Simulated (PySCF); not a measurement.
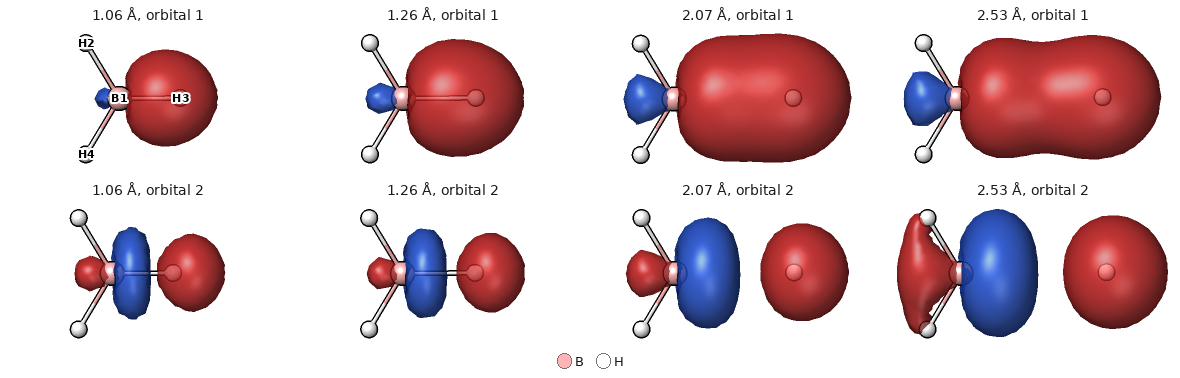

Figure 1: BH₃, SMILES `B`. Rigid stretch of the B1–H3 bond. The two CASSCF(2,2) natural orbitals nearest half filling (orbital 1 the more occupied).

Method: def2-SVP basis; geometry: GFN2-xTB; program: PySCF. No frequency check shows the geometry to be a minimum.

Input

```python
import numpy as np
from pyscf import gto, scf, mcscf

mol = gto.M(atom='''
B      0.00000     0.00000     0.00000
H     -0.30093     1.12490     0.00000
H     -0.82373    -0.82307     0.00000
H      1.12466    -0.30184     0.00000
''', basis='def2-svp', charge=0, spin=0, verbose=4)
# stretch the bond between atoms 1 and 3, from long to short, fragments rigid
a, b, move = 0, 2, [2]
xyz = mol.atom_coords(unit='Angstrom')
u = xyz[b] - xyz[a]
r0 = np.linalg.norm(u)
rows, last, dm_u = [], None, None
for r in [3.22, 2.53, 2.07, 1.78, 1.55, 1.38, 1.26, 1.15, 1.06]:
    new = xyz.copy()
    new[move] += u / r0 * (r - r0)
    m = mol.set_geom_(new, unit='Angstrom', inplace=False)
    rhf = scf.RHF(m).density_fit(auxbasis='def2-universal-jkfit').run()
    uhf = scf.UHF(m).density_fit(auxbasis='def2-universal-jkfit').newton()
    if dm_u is None:
        c = rhf.mo_coeff
        h = m.nelectron // 2 - 1
        ca, cb = c.copy(), c.copy()
        ca[:, h], cb[:, h] = (c[:, h] + c[:, h + 1]) / 2**.5, (c[:, h] - c[:, h + 1]) / 2**.5
        dm_u = np.array([x[:, :h + 1] @ x[:, :h + 1].T for x in (ca, cb)])
    uhf.kernel(dm0=dm_u)
    for _ in range(3):
        c, _, stable, _ = uhf.stability(return_status=True)
        if stable:
            break
        uhf.kernel(c, uhf.mo_occ)
    dm_u = uhf.make_rdm1()
    mc = mcscf.CASSCF(rhf, 2, 2)
    mc.natorb = True
    mc.fix_spin_(ss=0)
    guess = mcscf.addons.make_natural_orbitals(uhf)[1] if last is None else mcscf.project_init_guess(mc, last.mo_coeff, last.mol)
    mc.kernel(guess)
    last = mc
    act = slice(mc.ncore, mc.ncore + mc.ncas)
    print('r %.3f  RHF %.6f  UHF %.6f  <S^2> %.3f  CASSCF %.6f  occupations' % (r, rhf.e_tot, uhf.e_tot, uhf.spin_square()[0], mc.e_tot), mc.mo_occ[act].round(4))
    rows.append((new, rhf.e_tot, uhf.e_tot, uhf.spin_square()[0], mc.e_tot, mc.mo_occ[act], mc.mo_coeff[:, act], dm_u[0] - dm_u[1], rhf.converged and uhf.converged and mc.converged))
    np.savez('result.npz', **{k: [row[i] for row in rows] for i, k in enumerate('xyz rhf uhf s2 cas occ c spin ok'.split())})
```

Run with:

```sh
OMP_NUM_THREADS=1 python input.py
```

The run took 4.7 s on 1 thread of Arm Neoverse V2, with other jobs on the host, peak memory 0.2 GiB.

How do the occupations change along the stretch?

1.06 Å: 1.99 and 0.01; 1.26 Å: 1.98 and 0.02; 2.07 Å: 1.86 and 0.14; 2.53 Å: 1.68 and 0.32. At the longest distance computed (3.22 Å) they are 1.35 and 0.65, and the effective number of unpaired electrons is 1.5.

Where does the UHF solution part from RHF?

Between 1.78 Å (⟨S²⟩ = 0, the two coincide) and 2.07 Å (⟨S²⟩ = 0.39); at 3.22 Å ⟨S²⟩ is 0.97 and UHF lies 2.8 eV below RHF.

How much energy does the stretch cost?

By CASSCF, 4.1 eV from the lowest point of the scan (1.26 Å) to 3.22 Å; RHF gives 6.6 eV from its own lowest point. The fragments aren't relaxed and dynamic correlation is missing, so this isn't a bond dissociation energy.
